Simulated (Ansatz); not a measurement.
# Run report: Si₂NH₄BrCl₂, nudged elastic band

System: Si₂NH₄BrCl₂, SMILES N[Si](Cl)(Br)[SiH2]Cl.
Method: RKS PBE0-D4/def2-SVP (Ansatz 0.2.0).

One setting was made poor on purpose. It belongs to a series of runs on one base structure; here: band between the two ends.

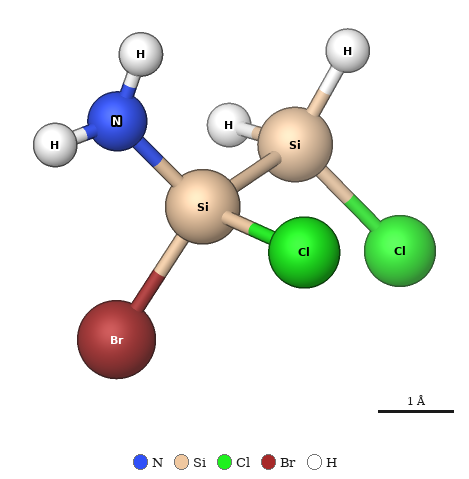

The input geometry (ball-and-stick view, seen at a tilt).

Results in brief:

```csv
quantity,value
outcome,converged
"barrier, forward",0.060 eV
"barrier, backward",0.065 eV
hardware,"2 threads of Arm Neoverse V2, 24 GiB of memory available, shared host"
wall time,3.3 min (CPU time 6.4 min)
peak memory,0.42 GiB
```

A deliberately poor setting: loose force. The order of the saddle point was not checked.

The input:
```yaml
crystal:
  periodic: [false, false, false]
  atoms:
    - { symbol: "N", position_ang: [0.813968, -1.663759, -0.294664] }
    - { symbol: Si, position_ang: [-0.245967, -0.361085, -0.625922] }
    - { symbol: Cl, position_ang: [0.089199, 0.570052, -2.454992] }
    - { symbol: Br, position_ang: [-2.296913, -1.212558, -0.659118] }
    - { symbol: Si, position_ang: [-0.102132, 1.290727, 1.01747] }
    - { symbol: Cl, position_ang: [-1.351172, 2.846491, 0.46485] }
    - { symbol: H, position_ang: [0.610714, -2.584333, -0.671482] }
    - { symbol: H, position_ang: [1.814031, -1.497579, -0.240426] }
    - { symbol: H, position_ang: [-0.543198, 0.754299, 2.335747] }
    - { symbol: H, position_ang: [1.294571, 1.806645, 1.131437] }
basis:
  gaussian: { orbitals: def2-SVP }
hamiltonian:
  xc: pbe0
  dispersion: d4
neb:
  order_check: false
  images: 7
  f_tol: 0.5
  max_iterations: 35
  final_atoms:
    - { symbol: "N", position_ang: [0.94345325, -1.57695213, -0.37525217] }
    - { symbol: Si, position_ang: [-0.16717352, -0.30981876, -0.68029065] }
    - { symbol: Cl, position_ang: [0.42201603, 0.55298509, -2.46018311] }
    - { symbol: Br, position_ang: [-2.29608279, -0.96789666, -0.91077752] }
    - { symbol: Si, position_ang: [-0.12978531, 1.27324994, 1.03667119] }
    - { symbol: Cl, position_ang: [-1.63418919, 2.64764051, 0.67489505] }
    - { symbol: H, position_ang: [0.83090104, -2.15635787, 0.45056971] }
    - { symbol: H, position_ang: [1.30862618, -2.11371129, -1.15624682] }
    - { symbol: H, position_ang: [-0.3750312, 0.61666628, 2.35452915] }
    - { symbol: H, position_ang: [1.18036652, 1.98309489, 1.06898517] }
  initial_path:
    images:
      - { positions_ang: [[0.813968, -1.663759, -0.294664], [-0.245967, -0.361085, -0.625922], [0.089199, 0.570052, -2.454992], [-2.296913, -1.212558, -0.659118], [-0.102132, 1.290727, 1.01747], [-1.351172, 2.846491, 0.46485], [0.610714, -2.584333, -0.671482], [1.814031, -1.497579, -0.240426], [-0.543198, 0.754299, 2.335747], [1.294571, 1.806645, 1.131437]] }
      - { positions_ang: [[0.86874631, -1.6562904, -0.29631858], [-0.21496429, -0.34856349, -0.61432091], [0.16001193, 0.54729774, -2.44405869], [-2.22739332, -1.22688879, -0.69152989], [-0.11687566, 1.29998002, 1.02384193], [-1.38292049, 2.84847667, 0.49612397], [0.57644228, -2.53648951, -0.49910931], [1.70847393, -1.59442287, -0.48907896], [-0.55343355, 0.76787483, 2.35827229], [1.26501386, 1.84792581, 1.15907815]] }
      - { positions_ang: [[0.92352463, -1.64882181, -0.29797317], [-0.18396158, -0.33604197, -0.60271982], [0.23082487, 0.52454348, -2.43312538], [-2.15787364, -1.24121957, -0.72394178], [-0.13161932, 1.30923303, 1.03021385], [-1.41466899, 2.85046234, 0.52739794], [0.54217056, -2.48864603, -0.32673662], [1.60291686, -1.69126674, -0.73773192], [-0.5636691, 0.78145065, 2.38079758], [1.23545671, 1.88920662, 1.1867193]] }
      - { positions_ang: [[0.97830294, -1.64135321, -0.29962775], [-0.15295887, -0.32352046, -0.59111872], [0.3016378, 0.50178922, -2.42219207], [-2.08835397, -1.25555036, -0.75635367], [-0.14636298, 1.31848605, 1.03658578], [-1.44641748, 2.85244801, 0.55867192], [0.50789884, -2.44080254, -0.15436393], [1.4973598, -1.78811061, -0.98638487], [-0.57390464, 0.79502648, 2.40332288], [1.20589957, 1.93048742, 1.21436045]] }
      - { positions_ang: [[1.03308126, -1.63388461, -0.30128233], [-0.12195616, -0.31099895, -0.57951763], [0.37245074, 0.47903496, -2.41125876], [-2.01883429, -1.26988114, -0.78876556], [-0.16110664, 1.32773906, 1.0429577], [-1.47816598, 2.85443367, 0.58994589], [0.47362712, -2.39295906, 0.01800876], [1.39180273, -1.88495448, -1.23503783], [-0.58414019, 0.80860231, 2.42584817], [1.17634242, 1.97176823, 1.2420016]] }
      - { positions_ang: [[1.01067425, -1.61965149, -0.31977479], [-0.1332605, -0.3107039, -0.60471089], [0.38484206, 0.49752249, -2.42348985], [-2.08814641, -1.19438502, -0.81926855], [-0.15327631, 1.31411678, 1.04138607], [-1.51717178, 2.80273538, 0.61118318], [0.5629456, -2.33380876, 0.126149], [1.37100859, -1.94214369, -1.21534008], [-0.53186295, 0.7606183, 2.40801841], [1.17734845, 1.9745999, 1.19874749]] }
      - { positions_ang: [[0.98826725, -1.60541837, -0.33826725], [-0.14456484, -0.31040885, -0.62990414], [0.39723338, 0.51601003, -2.43572094], [-2.15745854, -1.1188889, -0.84977154], [-0.14544598, 1.3004945, 1.03981445], [-1.55617759, 2.75103709, 0.63242047], [0.65226408, -2.27465846, 0.23428923], [1.35021446, -1.99933289, -1.19564232], [-0.4795857, 0.7126343, 2.39018866], [1.17835447, 1.97743156, 1.15549339]] }
      - { positions_ang: [[0.96586025, -1.59118525, -0.35675971], [-0.15586918, -0.3101138, -0.65509739], [0.40962471, 0.53449756, -2.44795202], [-2.22677066, -1.04339278, -0.88027453], [-0.13761564, 1.28687222, 1.03824282], [-1.59518339, 2.6993388, 0.65365776], [0.74158256, -2.21550816, 0.34242947], [1.32942032, -2.05652209, -1.17594457], [-0.42730845, 0.66465029, 2.3723589], [1.17936049, 1.98026322, 1.11223928]] }
      - { positions_ang: [[0.94345325, -1.57695213, -0.37525217], [-0.16717352, -0.30981876, -0.68029065], [0.42201603, 0.55298509, -2.46018311], [-2.29608279, -0.96789666, -0.91077752], [-0.12978531, 1.27324994, 1.03667119], [-1.63418919, 2.64764051, 0.67489505], [0.83090104, -2.15635787, 0.45056971], [1.30862618, -2.11371129, -1.15624682], [-0.3750312, 0.61666628, 2.35452915], [1.18036652, 1.98309489, 1.06898517]] }
```

Launched with:
```bash
ansatz run input.yaml --threads 2 --pin off --max-ram 3072MiB --backend cpu --events-out ev --progress --plain --runs-dir out
```

Output:
```
Engine: ansatz 0.2.0, aarch64-unknown-linux-gnu
Functional definition: PBE0
  parameter a = 0.25
  parameter kappa = 0.804
  parameter beta = 0.06672455060314922
  exchange = (1 - a)*pbe_x(kappa = kappa, mu = beta*pi^2/3) + a*exact_x
  correlation = pbe_c(beta = beta)
1397 factors; integrals over basis functions are off by at most 4.8e-4 eV
mean field evaluation 1: about -112355.0692 eV, gradient 4.9e1 eV
mean field evaluation 2: about -112347.9649 eV, gradient 7.2e1 eV
mean field evaluation 4: about -112359.8621 eV, gradient 2.3e0 eV
mean field evaluation 8: about -112359.8831 eV, gradient 2.0e-1 eV
mean field evaluation 16: about -112359.8832 eV, gradient 3.2e-5 eV
mean field -112359.88324118 eV, -4129.1495488492 hartree, gradient 3.2e-5 eV, S^2 0.000000; 0 other end points of the search recorded, 0 dependent functions left out
the calculation of the forces begins
reference -112359.88326944 eV, -4129.1495498877 hartree; 54, 54 occupied and 84, 84 virtual orbitals, 1397 factors
1398 factors; integrals over basis functions are off by at most 7.1e-4 eV
mean field evaluation 32: about -112359.8884 eV, gradient 9.9e-5 eV
mean field -112359.88836877 eV, -4129.1497372844 hartree, gradient 1.8e-5 eV, S^2 0.000000; 0 other end points of the search recorded, 0 dependent functions left out
[... from here on the field's lines of each further geometry are left out, up to the last ...]
NEB iter   1: max|band force component| = 1.611e1 eV/Å  barrier→ = 1.9178 eV  barrier← = 1.9229 eV  Δτ_max = 0.2000 Å  (243 SCF iters)
NEB iter   2: max|band force component| = 1.050e0 eV/Å  barrier→ = 0.1430 eV  barrier← = 0.1482 eV  Δτ_max = 0.1969 Å  (195 SCF iters)
NEB iter   3: max|band force component| = 6.416e-1 eV/Å  barrier→ = 0.0892 eV  barrier← = 0.0944 eV  Δτ_max = 0.0457 Å  (193 SCF iters)
the calculation of the forces begins
reference -112359.88308177 eV, -4129.1495429909 hartree; 54, 54 occupied and 84, 84 virtual orbitals, 1397 factors
1397 factors; integrals over basis functions are off by at most 6.1e-4 eV
mean field -112359.82507711 eV, -4129.1474113591 hartree, gradient 5.5e-5 eV, S^2 0.000000; 1 other end points of the search recorded, 0 dependent functions left out
the calculation of the forces begins
reference -112359.82510560 eV, -4129.1474124059 hartree; 54, 54 occupied and 84, 84 virtual orbitals, 1397 factors
NEB iter   4: max|band force component| = 4.537e-1 eV/Å  barrier→ = 0.0596 eV  barrier← = 0.0647 eV  CI = image 4  Δτ_max = 0.0000 Å  (373 SCF iters)
```

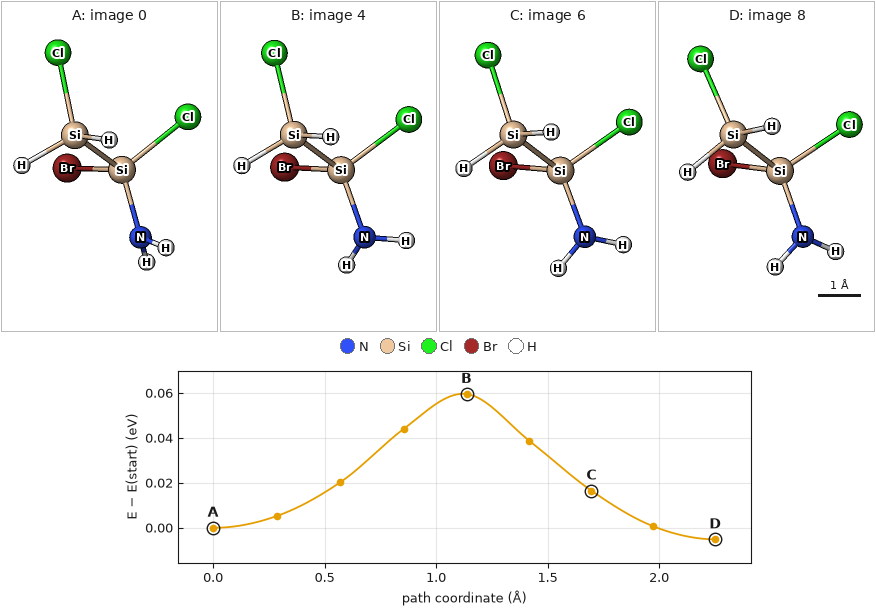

Images of the last band (counted from 0; ball-and-stick, seen at a tilt) above the energy along the path; the line is a cubic interpolation that uses the forces. The highest image is number 4, 0.060 eV above the start and 0.065 eV above the end (the climbing image); the end lies 0.005 eV below the start. The path is 2.25 Å long. The band converged in 4 iterations.

```
Total energy: -112360.17788412 eV, -4129.1603767776 hartree
Atom 0 at     0.965643    -1.625023    -0.285770 Å, force    -0.453387    -0.045749    -0.267488 eV/Å
Atom 1 at    -0.173611    -0.346309    -0.577385 Å, force     0.065855    -0.143880     0.077669 eV/Å
Atom 2 at     0.322217     0.568277    -2.371013 Å, force    -0.001250     0.004908     0.032705 eV/Å
Atom 3 at    -2.245669    -1.194596    -0.697978 Å, force     0.113483     0.065226     0.024624 eV/Å
Atom 4 at    -0.148843     1.314622     1.066990 Å, force     0.046089     0.011479    -0.140197 eV/Å
Atom 5 at    -1.448332     2.813110     0.476722 Å, force    -0.043331     0.021257    -0.008412 eV/Å
Atom 6 at     0.520020    -2.531033    -0.122996 Å, force     0.194225     0.157348     0.081434 eV/Å
Atom 7 at     1.645677    -1.728397    -1.037042 Å, force     0.081194    -0.016411     0.098113 eV/Å
Atom 8 at    -0.579581     0.794354     2.389850 Å, force    -0.019535    -0.060099     0.075555 eV/Å
Atom 9 at     1.225579     1.883895     1.161523 Å, force     0.016657     0.005920     0.025997 eV/Å
Dipole moment:     0.377824    -0.461197     0.125065 e Å
this run last wrote the band of iteration 4 to [file]
```

The last band as extended XYZ (Å, eV, eV/Å):
```
10
Properties=species:S:1:pos:R:3:forces:R:3 image=0 energy=-112360.23741
N     0.8140   -1.6638   -0.2947    0.0042  -0.0026   0.0005
Si   -0.2460   -0.3611   -0.6259    0.0061   0.0039  -0.0060
Cl    0.0892    0.5701   -2.4550   -0.0028  -0.0010   0.0045
Br   -2.2969   -1.2126   -0.6591    0.0010  -0.0005   0.0003
Si   -0.1021    1.2907    1.0175    0.0041   0.0016  -0.0038
Cl   -1.3512    2.8465    0.4648    0.0020  -0.0011   0.0000
H     0.6107   -2.5843   -0.6715   -0.0026   0.0007   0.0008
H     1.8140   -1.4976   -0.2404   -0.0040   0.0019  -0.0001
H    -0.5432    0.7543    2.3357   -0.0029  -0.0006   0.0057
H     1.2946    1.8066    1.1314   -0.0052  -0.0024  -0.0021
10
Properties=species:S:1:pos:R:3:forces:R:3 image=1 energy=-112360.23218
N     0.8366   -1.6588   -0.3002   -0.0451  -0.0528  -0.0245
Si   -0.2211   -0.3488   -0.6228    0.0396  -0.0211   0.0073
Cl    0.1583    0.5835   -2.4412   -0.0117   0.0018   0.0015
Br   -2.2700   -1.2090   -0.6616    0.0017   0.0065   0.0040
Si   -0.1158    1.3023    1.0236    0.0102   0.0072  -0.0036
Cl   -1.3928    2.8407    0.4847   -0.0070   0.0023  -0.0091
H     0.5291   -2.5999   -0.5258   -0.0027   0.0171  -0.0022
H     1.8376   -1.5589   -0.4332    0.0098   0.0506   0.0246
H    -0.5484    0.7521    2.3395    0.0013  -0.0087   0.0005
H     1.2696    1.8456    1.1400    0.0039  -0.0029   0.0015
10
Properties=species:S:1:pos:R:3:forces:R:3 image=2 energy=-112360.21716
N     0.8671   -1.6540   -0.2859   -0.1275   0.0106  -0.1096
Si   -0.2037   -0.3447   -0.6086    0.0726  -0.0901   0.0239
Cl    0.2324    0.5692   -2.4224   -0.0192   0.0082   0.0127
Br   -2.2570   -1.2019   -0.6614    0.0032   0.0181   0.0083
Si   -0.1305    1.3114    1.0340    0.0318   0.0213  -0.0011
Cl   -1.4231    2.8378    0.4990   -0.0222   0.0047  -0.0209
H     0.4923   -2.5920   -0.3944   -0.0071  -0.0018   0.0319
H     1.8120   -1.6100   -0.6539    0.0601   0.0557   0.0522
H    -0.5548    0.7619    2.3528    0.0014  -0.0221  -0.0030
H     1.2485    1.8710    1.1438    0.0070  -0.0046   0.0058
10
Properties=species:S:1:pos:R:3:forces:R:3 image=3 energy=-112360.19342
N     0.9102   -1.6409   -0.2645   -0.2508   0.0703  -0.2850
Si   -0.1901   -0.3437   -0.5967    0.1114  -0.1457   0.0794
Cl    0.3035    0.5478   -2.4043   -0.0152   0.0168   0.0103
Br   -2.2522   -1.1916   -0.6882    0.0337   0.0328   0.0147
Si   -0.1417    1.3174    1.0428    0.0396   0.0145  -0.0245
Cl   -1.4558    2.8297    0.5223   -0.0308   0.0007  -0.0264
H     0.4805   -2.5649   -0.2516    0.1086   0.0560   0.0692
H     1.7412   -1.6592   -0.8538   -0.0024  -0.0166   0.1353
H    -0.5450    0.7631    2.3652   -0.0029  -0.0267   0.0132
H     1.2324    1.8912    1.1317    0.0088  -0.0021   0.0139
10
Properties=species:S:1:pos:R:3:forces:R:3 image=4 energy=-112360.17786
N     0.9656   -1.6250   -0.2858   -0.4534  -0.0457  -0.2675
Si   -0.1736   -0.3463   -0.5774    0.0659  -0.1439   0.0777
Cl    0.3222    0.5683   -2.3710   -0.0013   0.0049   0.0327
Br   -2.2457   -1.1946   -0.6980    0.1135   0.0652   0.0246
Si   -0.1488    1.3146    1.0670    0.0461   0.0115  -0.1402
Cl   -1.4483    2.8131    0.4767   -0.0433   0.0213  -0.0084
H     0.5200   -2.5310   -0.1230    0.1942   0.1573   0.0814
H     1.6457   -1.7284   -1.0370    0.0812  -0.0164   0.0981
H    -0.5796    0.7944    2.3899   -0.0195  -0.0601   0.0756
H     1.2256    1.8839    1.1615    0.0167   0.0059   0.0260
10
Properties=species:S:1:pos:R:3:forces:R:3 image=5 energy=-112360.19859
N     0.9770   -1.6096   -0.3244   -0.4138  -0.1131  -0.0728
Si   -0.1651   -0.3375   -0.5972    0.0575  -0.1208   0.0416
Cl    0.3605    0.5781   -2.3784   -0.0044  -0.0078   0.0373
Br   -2.2509   -1.1538   -0.7367    0.0872   0.0666   0.0071
Si   -0.1500    1.3092    1.0624    0.0338   0.0050  -0.0852
Cl   -1.4902    2.7869    0.5104   -0.0357   0.0063  -0.0121
H     0.5784   -2.4707    0.0607    0.2387   0.2430  -0.0546
H     1.5623   -1.8278   -1.1282    0.0308  -0.0331   0.0791
H    -0.5516    0.7656    2.3881   -0.0035  -0.0443   0.0389
H     1.2125    1.9087    1.1462    0.0095  -0.0019   0.0207
10
Properties=species:S:1:pos:R:3:forces:R:3 image=6 energy=-112360.22087
N     0.9722   -1.5983   -0.3510   -0.2925   0.0126   0.0243
Si   -0.1648   -0.3291   -0.6216    0.0894  -0.1042   0.0065
Cl    0.3944    0.5689   -2.3980   -0.0125  -0.0015   0.0205
Br   -2.2656   -1.0936   -0.7879    0.0335   0.0438  -0.0053
Si   -0.1465    1.3008    1.0527    0.0118  -0.0036  -0.0210
Cl   -1.5418    2.7501    0.5631   -0.0154  -0.0107  -0.0131
H     0.6563   -2.3842    0.2185    0.1675   0.1312  -0.0980
H     1.4793   -1.9211   -1.1713    0.0058  -0.0464   0.0644
H    -0.5011    0.7201    2.3792    0.0069  -0.0199   0.0094
H     1.2008    1.9352    1.1192    0.0055  -0.0013   0.0123
10
Properties=species:S:1:pos:R:3:forces:R:3 image=7 energy=-112360.23676
N     0.9599   -1.5872   -0.3671   -0.1351   0.0474   0.0293
Si   -0.1664   -0.3204   -0.6492    0.0487  -0.0552  -0.0002
Cl    0.4121    0.5578   -2.4265   -0.0081   0.0020   0.0064
Br   -2.2831   -1.0282   -0.8474    0.0093   0.0211  -0.0058
Si   -0.1394    1.2876    1.0447    0.0037  -0.0032   0.0002
Cl   -1.5891    2.7020    0.6165   -0.0064  -0.0085  -0.0084
H     0.7462   -2.2777    0.3490    0.0753   0.0437  -0.0690
H     1.3942   -2.0148   -1.1802    0.0033  -0.0374   0.0416
H    -0.4419    0.6708    2.3692    0.0061  -0.0087   0.0007
H     1.1906    1.9589    1.0939    0.0031  -0.0012   0.0052
10
Properties=species:S:1:pos:R:3:forces:R:3 image=8 energy=-112360.24259
N     0.9435   -1.5770   -0.3753    0.0008   0.0015   0.0037
Si   -0.1672   -0.3098   -0.6803   -0.0024  -0.0001  -0.0017
Cl    0.4220    0.5530   -2.4602   -0.0005  -0.0008   0.0016
Br   -2.2961   -0.9679   -0.9108    0.0012   0.0018  -0.0004
Si   -0.1298    1.2732    1.0367   -0.0018  -0.0019  -0.0043
Cl   -1.6342    2.6476    0.6749    0.0008  -0.0016   0.0007
H     0.8309   -2.1564    0.4506    0.0003   0.0017  -0.0024
H     1.3086   -2.1137   -1.1562   -0.0004  -0.0005   0.0008
H    -0.3750    0.6167    2.3545    0.0003  -0.0004   0.0018
H     1.1804    1.9831    1.0690    0.0017   0.0004   0.0002
```
